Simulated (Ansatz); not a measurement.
# CH7BN2Si (SMILES BN[SiH]1CN1): what the fields show

```yaml
atoms:
  - { symbol: B, position_ang: [-0.7396, -2.0871, 1.1661] }
  - { symbol: N, position_ang: [-0.0128, -0.9106, 0.9161] }
  - { symbol: Si, position_ang: [-0.0567, 0.0771, -0.5279] }
  - { symbol: C, position_ang: [0.1008, 1.9205, -0.5783] }
  - { symbol: N, position_ang: [1.3102, 1.0651, -0.8168] }
  - { symbol: H, position_ang: [-0.6158, -2.6555, 2.2244] }
  - { symbol: H, position_ang: [-1.4802, -2.5154, 0.3124] }
  - { symbol: H, position_ang: [0.6077, -0.5736, 1.6510] }
  - { symbol: H, position_ang: [-0.8053, -0.6457, -1.5771] }
  - { symbol: H, position_ang: [0.1564, 2.5714, 0.3072] }
  - { symbol: H, position_ang: [-0.3235, 2.4498, -1.4481] }
  - { symbol: H, position_ang: [1.9359, 1.2489, -1.5950] }
```

Computed with Ansatz, RKS B3LYP/def2-SVP.

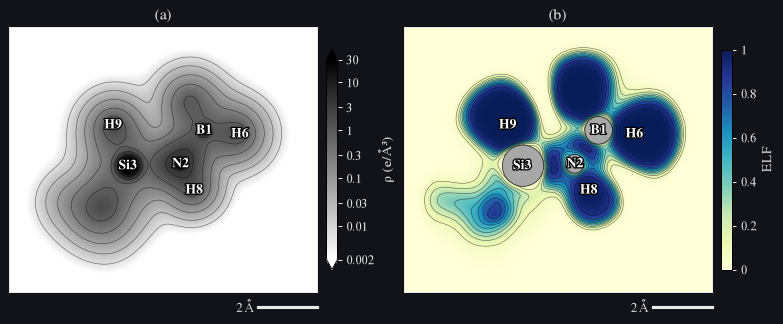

Figure 1. (a) total electron density; (b) ELF on the plane of atoms N2, Si3 and H9. Grey discs cover the atomic cores in the ELF map.

> What do the fields say about this system?

The plane passes through B, N, Si and H nuclei. B–N (1.41 Å): the density is about 1.9 e/Å³ at the midpoint; the ELF peaks at about 0.95 between the atoms; a polar covalent bond. N–H (1.02 Å): the density is about 2.8 e/Å³ at the midpoint; the ELF climbs to about 1 towards the hydrogen, as it does in any bond to H; a covalent bond by its length. B–H (1.21 Å): ρ is about 1.2 e/Å³ halfway; the ELF climbs to about 1 towards the hydrogen; an ordinary covalent bond to hydrogen.

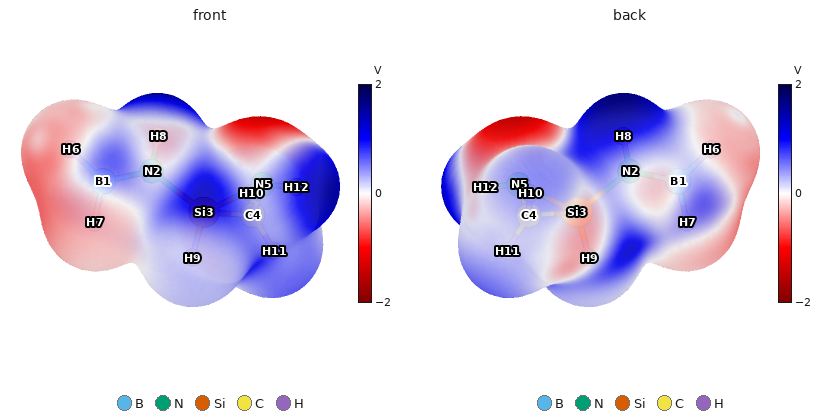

Figure 2. The electrostatic potential painted on the density surface at 0.002 e/bohr³, seen from the front and from behind; the colour scale runs from red (negative) to blue (positive).

> Describe the electrostatic potential map.

The most negative region (about −1.3 V) lies over N5, the most positive (about +1.7 V) over H8. N5 is the likeliest acceptor of a hydrogen bond.

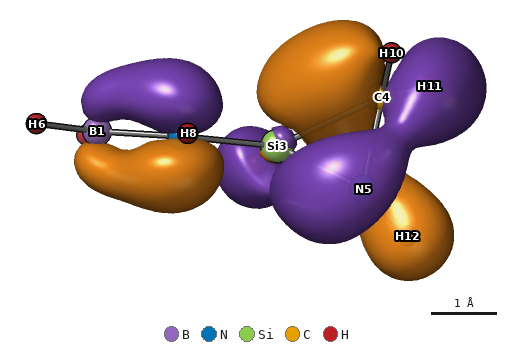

Figure 3. The HOMO−1 at ±0.1 Å⁻³ᐟ² (orange and purple are the two phases), seen from one side.

> Where does this orbital lie, and at what energy?

Its weight (Hirshfeld) is mainly on C4 (about 25 %), N5 (about 25 %), Si3 (about 15 %), N2 (about 10 %) and H11 (about 5 %). Its energy is −7.52 eV.
